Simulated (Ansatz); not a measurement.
# CH6GeOTe: rotation by 120° about the Te3–Ge4 bond, part 2 of 2

How high is the barrier for the rotation by 120° about the Te3–Ge4 bond? Relax the two ends, then run a nudged elastic band between them. SMILES of the start: OC[Te][GeH3].

Ansatz 0.2.0; RKS PBE/def2-SVP. The steps go on from the part before.

## 5. Nudged elastic band

crystal.atoms is end A as relaxed above, and neb.final_atoms is end B, turned to lie on A. With 7 inner images the band has 9 in all. The start path is listed, through a guess of the saddle.

File input.yaml:

```yaml
crystal:
  periodic: [false, false, false]
  atoms:
    - { symbol: O, position_ang: [-1.348773, 1.130394, 1.684853] }
    - { symbol: C, position_ang: [-0.9554, 1.265013, 0.368458] }
    - { symbol: Te, position_ang: [1.276105, 1.167626, 0.011286] }
    - { symbol: Ge, position_ang: [1.235982, -1.282558, -0.798732] }
    - { symbol: H, position_ang: [-1.134016, 0.224318, 1.977964] }
    - { symbol: H, position_ang: [-1.369853, 0.508216, -0.334008] }
    - { symbol: H, position_ang: [-1.226859, 2.280815, 0.02382] }
    - { symbol: H, position_ang: [-0.243559, -1.61615, -1.149001] }
    - { symbol: H, position_ang: [2.117515, -1.446455, -2.064905] }
    - { symbol: H, position_ang: [1.732059, -2.282322, 0.283265] }
basis:
  gaussian: { orbitals: def2-SVP }
hamiltonian:
  xc: pbe
neb:
  order_check: false
  images: 7
  f_tol: 0.05
  max_iterations: 60
  final_atoms:
    - { symbol: O, position_ang: [-1.36467455, 0.89442945, 1.50107776] }
    - { symbol: C, position_ang: [-0.90895696, 1.33871446, 0.27684351] }
    - { symbol: Te, position_ang: [1.33335191, 1.22475813, -0.02236106] }
    - { symbol: Ge, position_ang: [1.21121801, -1.27342139, -0.64593637] }
    - { symbol: H, position_ang: [-1.22730527, -0.0711809, 1.54746274] }
    - { symbol: H, position_ang: [-1.33266031, 0.80999596, -0.60503053] }
    - { symbol: H, position_ang: [-1.11526329, 2.42270361, 0.19073985] }
    - { symbol: H, position_ang: [2.45334132, -2.02085708, -0.0933055] }
    - { symbol: H, position_ang: [-0.0690947, -1.85525397, 0.03084798] }
    - { symbol: H, position_ang: [1.10324485, -1.52099127, -2.17733838] }
  initial_path:
    images:
      - { positions_ang: [[-1.348773, 1.130394, 1.684853], [-0.9554, 1.265013, 0.368458], [1.276105, 1.167626, 0.011286], [1.235982, -1.282558, -0.798732], [-1.134016, 0.224318, 1.977964], [-1.369853, 0.508216, -0.334008], [-1.226859, 2.280815, 0.02382], [-0.243559, -1.61615, -1.149001], [2.117515, -1.446455, -2.064905], [1.732059, -2.282322, 0.283265]] }
      - { positions_ang: [[-1.25486808, 0.94279155, 1.62173616], [-0.90822552, 1.26177062, 0.35370613], [1.28310139, 1.18254394, -0.03250215], [1.24128966, -1.27808313, -0.78541044], [-1.34629806, 0.2863932, 1.87307213], [-1.35933408, 0.6076234, -0.39331361], [-1.17890828, 2.28514126, 0.1557065], [-0.23850551, -1.65045372, -0.98694115], [2.00138891, -1.46400664, -2.08276986], [1.84356057, -2.22482347, 0.2797163]] }
      - { positions_ang: [[-1.16096315, 0.75518909, 1.55861931], [-0.86105105, 1.25852824, 0.33895426], [1.29009777, 1.19746187, -0.07629031], [1.24659732, -1.27360826, -0.77208887], [-1.55858012, 0.34846841, 1.76818026], [-1.34881515, 0.7070308, -0.45261922], [-1.13095756, 2.28946751, 0.287593], [-0.23345201, -1.68475744, -0.8248813], [1.88526282, -1.48155828, -2.10063472], [1.95506214, -2.16732494, 0.27616759]] }
      - { positions_ang: [[-1.06705823, 0.56758664, 1.49550247], [-0.81387657, 1.25528586, 0.32420239], [1.29709416, 1.21237981, -0.12007846], [1.25190498, -1.26913339, -0.75876731], [-1.77086218, 0.41054361, 1.66328839], [-1.33829623, 0.80643821, -0.51192482], [-1.08300684, 2.29379377, 0.41947949], [-0.22839852, -1.71906117, -0.66282146], [1.76913673, -1.49910992, -2.11849958], [2.06656371, -2.10982641, 0.27261889]] }
      - { positions_ang: [[-0.9731533, 0.37998418, 1.43238562], [-0.7667021, 1.25204348, 0.30945052], [1.30409054, 1.22729775, -0.16386662], [1.25721264, -1.26465852, -0.74544574], [-1.98314424, 0.47261882, 1.55839652], [-1.32777731, 0.90584561, -0.57123043], [-1.03505612, 2.29812002, 0.55136599], [-0.22334502, -1.75336489, -0.50076161], [1.65301064, -1.51666156, -2.13636443], [2.17806527, -2.05232789, 0.26907018]] }
      - { positions_ang: [[-1.07103361, 0.5085955, 1.44955866], [-0.80226581, 1.27371123, 0.30129877], [1.31140588, 1.22666284, -0.12849023], [1.24571399, -1.26684924, -0.7205684], [-1.7941845, 0.33666889, 1.55566307], [-1.32899806, 0.88188319, -0.57968046], [-1.05510791, 2.32926592, 0.46120945], [0.44582656, -1.82023794, -0.39889758], [1.2224843, -1.60130967, -1.59456133], [1.90936017, -1.91949373, -0.34253196]] }
      - { positions_ang: [[-1.16891393, 0.63720682, 1.46673169], [-0.83782953, 1.29537897, 0.29314702], [1.31872122, 1.22602794, -0.09311384], [1.23421533, -1.26903996, -0.69569106], [-1.60522476, 0.20071896, 1.55292963], [-1.33021881, 0.85792078, -0.58813048], [-1.07515971, 2.36041181, 0.37105292], [1.11499815, -1.88711098, -0.29703355], [0.79195797, -1.68595777, -1.05275823], [1.64065506, -1.78665958, -0.9541341]] }
      - { positions_ang: [[-1.26679424, 0.76581814, 1.48390473], [-0.87339324, 1.31704672, 0.28499527], [1.32603656, 1.22539304, -0.05773745], [1.22271667, -1.27123067, -0.67081372], [-1.41626502, 0.06476903, 1.55019618], [-1.33143956, 0.83395837, -0.59658051], [-1.0952115, 2.39155771, 0.28089638], [1.78416973, -1.95398403, -0.19516953], [0.36143163, -1.77060587, -0.51095512], [1.37194996, -1.65382542, -1.56573624]] }
      - { positions_ang: [[-1.36467455, 0.89442945, 1.50107776], [-0.90895696, 1.33871446, 0.27684351], [1.33335191, 1.22475813, -0.02236106], [1.21121801, -1.27342139, -0.64593637], [-1.22730527, -0.0711809, 1.54746274], [-1.33266031, 0.80999596, -0.60503053], [-1.11526329, 2.42270361, 0.19073985], [2.45334132, -2.02085708, -0.0933055], [-0.0690947, -1.85525397, 0.03084798], [1.10324485, -1.52099127, -2.17733838]] }
```

Command:

```bash
$ ansatz run input.yaml --threads 2 --pin off --max-ram 3072MiB --backend cpu --events-out ev --progress --plain --runs-dir out
```

The log of the run, cut to the lines that bear on the results:

```text
Warning: RAYON_NUM_THREADS=2 ignored (pool sized by the plan → 2); use --threads N
[...]
Functional definition: PBE
[...]
1320 factors; their error is unknown
[...]
mean field -66971.01282137 eV, -2461.1393266024 hartree, gradient 2.5e-5 eV, S^2 0.000000; 0 other end points of the search recorded, 0 dependent functions left out
[...]
reference -66971.01285782 eV, -2461.1393279419 hartree; 38, 38 occupied and 78, 78 virtual orbitals, 1320 factors
1320 factors; their error is unknown
[...]
mean field -66971.00995784 eV, -2461.1392213697 hartree, gradient 5.4e-5 eV, S^2 0.000000; 0 other end points of the search recorded, 0 dependent functions left out
[...]
reference -66971.00999388 eV, -2461.1392226939 hartree; 38, 38 occupied and 78, 78 virtual orbitals, 1320 factors
NEB end point (image 0): max|allowed force component| = 8.447e-3 eV/Å (the criterion of neb.relax_end_points is 1.000e-2)
[...]
Atom 1 at    -0.904367     1.344178     0.303407 Å, force     0.013481    -0.019367    -0.018077 eV/Å
Atom 2 at     1.315503     1.253578    -0.139006 Å, force     0.001873     0.000237     0.009679 eV/Å
Atom 3 at     1.209410    -1.271519    -0.654202 Å, force    -0.007782    -0.008535     0.001521 eV/Å
Atom 4 at    -1.201093    -0.114562     1.524216 Å, force     0.010024    -0.002313    -0.014114 eV/Å
Atom 5 at    -1.370182     0.840923    -0.571540 Å, force    -0.005105    -0.002708     0.005842 eV/Å
Atom 6 at    -1.112914     2.430700     0.265213 Å, force    -0.001796    -0.005201     0.005808 eV/Å
Atom 7 at     1.999355    -2.113678     0.384678 Å, force     0.000026     0.004830    -0.004984 eV/Å
Atom 8 at    -0.296079    -1.671013    -0.568413 Å, force     0.003995     0.000034     0.000205 eV/Å
Atom 9 at     1.737625    -1.606815    -2.074815 Å, force    -0.000369     0.005087    -0.000647 eV/Å
Dipole moment:    -0.205675    -0.218246    -0.107535 e Å
this run last wrote the band of iteration 26 to <dir>; this run last wrote the band within `neb.f_tol` of iteration 25 to <dir>
```

Run time: 6.9 min. Hardware: 2 threads of Arm Neoverse V1, shared host; peak memory 0.17 GiB.

## 6. Images and barrier

Images 0 and 8 are the ends. Energies count from image 0; the path length is the program's own measure over all atoms.

| image | path (Å) | energy (eV) | dihedral C2–Te3–Ge4–H9 (°) | band force (eV/Å) |
| --- | --- | --- | --- | --- |
| 0 | 0.000 | 0.0000 | 136 | - |
| 1 | 0.892 | 0.0036 | 115 | 0.005 |
| 2 | 1.784 | 0.0059 | 110 | 0.046 |
| 3 | 2.677 | 0.0037 | 86 | 0.044 |
| 4 | 3.569 | 0.0047 | 64 | 0.019 |
| 5 | 4.463 | 0.0016 | 40 | 0.018 |
| 6 | 5.356 | 0.0011 | 15 | 0.038 |
| 7* | 6.234 | 0.0082 | 4 | 0.028 |
| 8 | 7.265 | 0.0029 | -26 | - |

The star marks the climbing image.

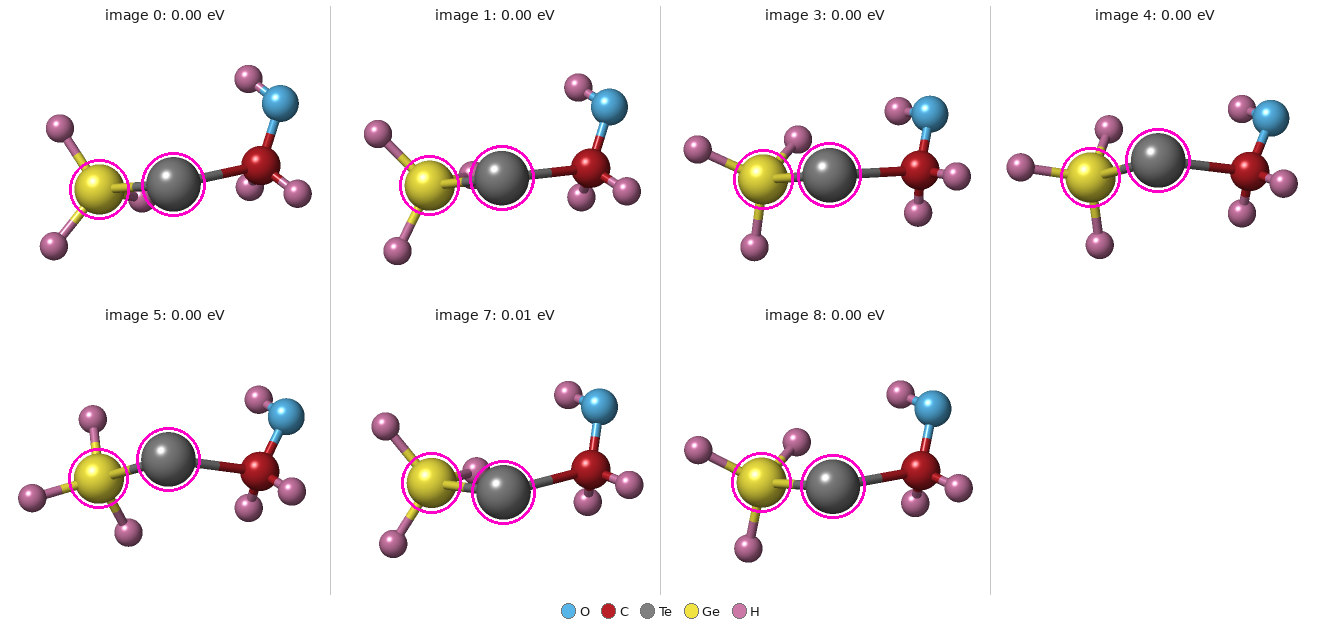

The images of the last band, seen from a free direction. Ringed: Te3, Ge4. Sticks join atoms closer than a bonding distance in each image.

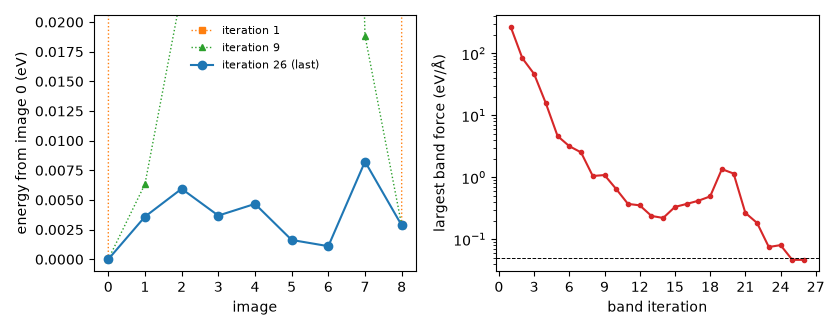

Left: energy of each image for early iterations and the last one (lines only join the points; early values far above the last band run off the scale). Right: the largest band force by iteration, with the threshold dashed.

The top of the band by iteration:

| iteration | highest image above image 0 (eV) | largest band force (eV/Å) |
| --- | --- | --- |
| 1 | 92.4458 | 270.969 |
| 3 | 15.5454 | 46.677 |
| 5 | 2.5637 | 4.640 |
| 7 | 0.8611 | 2.526 |
| 9 | 0.1850 | 1.087 |
| 11 | 0.1714 | 0.372 |
| 13 | 0.1623 | 0.237 |
| 15 | 0.1246 | 0.332 |
| 17 | 0.0912 | 0.418 |
| 19 | 0.1833 | 1.354 |
| 21 | 0.0149 | 0.266 |
| 23 | 0.0092 | 0.075 |
| 25 | 0.0086 | 0.046 |
| 26 | 0.0082 | 0.046 |

Positions of all images (Å):

```xyz
10
image=0 dE=0.0000
O    -1.349    1.130    1.685
C    -0.955    1.265    0.368
Te    1.276    1.168    0.011
Ge    1.236   -1.283   -0.799
H    -1.134    0.224    1.978
H    -1.370    0.508   -0.334
H    -1.227    2.281    0.024
H    -0.244   -1.616   -1.149
H     2.118   -1.446   -2.065
H     1.732   -2.282    0.283
10
image=1 dE=0.0036
O    -1.433    1.016    1.571
C    -0.918    1.314    0.326
Te    1.330    1.145    0.144
Ge    1.241   -1.288   -0.717
H    -1.298    0.063    1.736
H    -1.303    0.689   -0.509
H    -1.110    2.383    0.111
H    -0.253   -1.722   -0.667
H     1.753   -1.415   -2.178
H     2.074   -2.237    0.187
10
image=2 dE=0.0059
O    -1.336    0.751    1.470
C    -0.870    1.359    0.322
Te    1.365    1.235   -0.018
Ge    1.195   -1.260   -0.643
H    -1.264   -0.216    1.350
H    -1.315    0.978   -0.624
H    -1.043    2.450    0.401
H    -0.268   -1.690   -0.309
H     1.455   -1.534   -2.150
H     2.165   -2.125    0.205
10
image=3 dE=0.0037
O    -1.467    0.698    1.321
C    -0.842    1.389    0.304
Te    1.415    1.164    0.216
Ge    1.186   -1.274   -0.577
H    -1.396   -0.256    1.120
H    -1.185    1.127   -0.720
H    -0.972    2.476    0.471
H    -0.100   -1.866    0.085
H     1.033   -1.413   -2.117
H     2.412   -2.095   -0.102
10
image=4 dE=0.0047
O    -1.633    0.878    1.276
C    -0.831    1.404    0.281
Te    1.385    1.009    0.499
Ge    1.209   -1.337   -0.552
H    -1.616   -0.095    1.203
H    -1.073    1.063   -0.749
H    -0.890    2.508    0.323
H     0.177   -2.211    0.224
H     0.751   -1.260   -2.037
H     2.602   -2.009   -0.465
10
image=5 dE=0.0016
O    -1.645    1.033    1.354
C    -0.856    1.374    0.273
Te    1.356    0.977    0.511
Ge    1.236   -1.356   -0.581
H    -1.632    0.062    1.454
H    -1.120    0.874   -0.685
H    -0.901    2.472    0.139
H     0.727   -2.454    0.397
H     0.262   -1.292   -1.792
H     2.656   -1.743   -1.067
10
image=6 dE=0.0011
O    -1.542    1.037    1.465
C    -0.894    1.340    0.284
Te    1.351    1.080    0.304
Ge    1.252   -1.324   -0.632
H    -1.461    0.077    1.622
H    -1.221    0.752   -0.602
H    -1.021    2.421    0.082
H     1.505   -2.403    0.457
H    -0.181   -1.520   -1.209
H     2.295   -1.512   -1.766
10
image=7 dE=0.0082
O    -1.294    0.857    1.533
C    -0.904    1.344    0.303
Te    1.316    1.254   -0.139
Ge    1.209   -1.272   -0.654
H    -1.201   -0.115    1.524
H    -1.370    0.841   -0.572
H    -1.113    2.431    0.265
H     1.999   -2.114    0.385
H    -0.296   -1.671   -0.568
H     1.738   -1.607   -2.075
10
image=8 dE=0.0029
O    -1.365    0.894    1.501
C    -0.909    1.339    0.277
Te    1.333    1.225   -0.022
Ge    1.211   -1.273   -0.646
H    -1.227   -0.071    1.547
H    -1.333    0.810   -0.605
H    -1.115    2.423    0.191
H     2.453   -2.021   -0.093
H    -0.069   -1.855    0.031
H     1.103   -1.521   -2.177
```

## 7. Vibrations at the top

The geometry is the highest inner image of the first converged band.

File input.yaml:

```yaml
crystal:
  periodic: [false, false, false]
  atoms:
    - { symbol: O, position_ang: [-1.294057, 0.857105, 1.533462] }
    - { symbol: C, position_ang: [-0.904367, 1.344178, 0.303407] }
    - { symbol: Te, position_ang: [1.315503, 1.253578, -0.139006] }
    - { symbol: Ge, position_ang: [1.20941, -1.271519, -0.654202] }
    - { symbol: H, position_ang: [-1.201093, -0.114562, 1.524216] }
    - { symbol: H, position_ang: [-1.370182, 0.840923, -0.57154] }
    - { symbol: H, position_ang: [-1.112914, 2.4307, 0.265213] }
    - { symbol: H, position_ang: [1.999355, -2.113678, 0.384678] }
    - { symbol: H, position_ang: [-0.296079, -1.671013, -0.568413] }
    - { symbol: H, position_ang: [1.737625, -1.606815, -2.074815] }
basis:
  gaussian: { orbitals: def2-SVP }
hamiltonian:
  xc: pbe
phonons: {}
```

Command:

```bash
$ ansatz run input.yaml --threads 2 --pin off --max-ram 3072MiB --backend cpu --events-out ev --progress --plain --runs-dir out
```

The log of the run, cut to the lines that bear on the results:

```text
Warning: RAYON_NUM_THREADS=2 ignored (pool sized by the plan → 2); use --threads N
[...]
[... 1 set-up line as earlier in the session ...]
[...]
1320 factors; their error is unknown
[...]
mean field -66971.00463401 eV, -2461.1390257227 hartree, gradient 5.0e-5 eV, S^2 0.000000; 0 other end points of the search recorded, 0 dependent functions left out
[...]
reference -66971.00466981 eV, -2461.1390270382 hartree; 38, 38 occupied and 78, 78 virtual orbitals, 1320 factors
[...]
1320 factors; their error is unknown
mean field -66971.00457449 eV, -2461.1390235352 hartree, gradient 1.9e-6 eV, S^2 0.000000; 0 other end points of the search recorded, 0 dependent functions left out
[...]
reference -66971.00461029 eV, -2461.1390248507 hartree; 38, 38 occupied and 78, 78 virtual orbitals, 1320 factors
[...]
1320 factors; their error is unknown
mean field -66971.00464670 eV, -2461.1390261890 hartree, gradient 9.0e-7 eV, S^2 0.000000; 0 other end points of the search recorded, 0 dependent functions left out
[...]
WARN: phonons: modes at or below zero, which the zero-point energy, F, S and C_V leave out: 1, the lowest at -44.16 cm⁻¹. A minimum has none, and a first-order saddle one
[...]
Atom 1 at    -0.904367     1.344178     0.303407 Å, force     0.013543    -0.019386    -0.018282 eV/Å
Atom 2 at     1.315503     1.253578    -0.139006 Å, force     0.001816     0.000390     0.009734 eV/Å
Atom 3 at     1.209410    -1.271519    -0.654202 Å, force    -0.007566    -0.008790     0.001466 eV/Å
Atom 4 at    -1.201093    -0.114562     1.524216 Å, force     0.010177    -0.002392    -0.014042 eV/Å
Atom 5 at    -1.370182     0.840923    -0.571540 Å, force    -0.005173    -0.002573     0.005898 eV/Å
Atom 6 at    -1.112914     2.430700     0.265213 Å, force    -0.001798    -0.005202     0.005797 eV/Å
Atom 7 at     1.999355    -2.113678     0.384678 Å, force    -0.000029     0.004811    -0.004963 eV/Å
Atom 8 at    -0.296079    -1.671013    -0.568413 Å, force     0.003863     0.000201     0.000330 eV/Å
Atom 9 at     1.737625    -1.606815    -2.074815 Å, force    -0.000366     0.005105    -0.000679 eV/Å
Dipole moment:    -0.205668    -0.218244    -0.107538 e Å
Vibrations: -44.16 32.58 126.47 228.36 243.52 405.86 469.96 483.87 492.71 777.83 785.26 834.49 857.51 1093.77 1130.52 1189.29 1339.01 1414.39 2033.32 2069.85 2074.18 2971.96 3078.31 3684.79 cm⁻¹, zero-point energy 1.724484 eV
```

Wall time 86 s (2 threads of Arm Neoverse V1, shared host); peak memory 0.16 GiB.

Of 24 modes, 1 is imaginary by more than 30 cm⁻¹ (44i cm⁻¹).

## 8. Outcome

This closing draws on all 2 parts.

| quantity | value |
| --- | --- |
| end A | 33 moves, 0.393 eV lower |
| end B | 34 moves, 0.395 eV lower, not converged |
| barrier forwards | 0.008 eV |
| barrier backwards | 0.005 eV |
| second end relative to first | +0.003 eV |
| highest image | 7 of 0 to 8, climbing |
| band iterations | 26 |
| imaginary modes at the top | 44i cm⁻¹ |

What this shows: The top lies 0.008 eV above the first end, or 0.3 kT at room temperature. The two ends lie within 3 meV of each other. Both sides of the top are under 10 meV high, within the band's own error, so no barrier is resolved. The listed dihedral goes from 136° at end A through 4° at the highest image to -26° at end B; the relaxed ends differ by 161° in it rather than the 120° set up, and other torsions can move along the band as well. The top lies far from the middle of that turn, so other motions may share in it and the barrier need not be this torsion's alone. One imaginary mode, as a first-order saddle point has. These are electronic energies, with no zero-point or thermal terms.
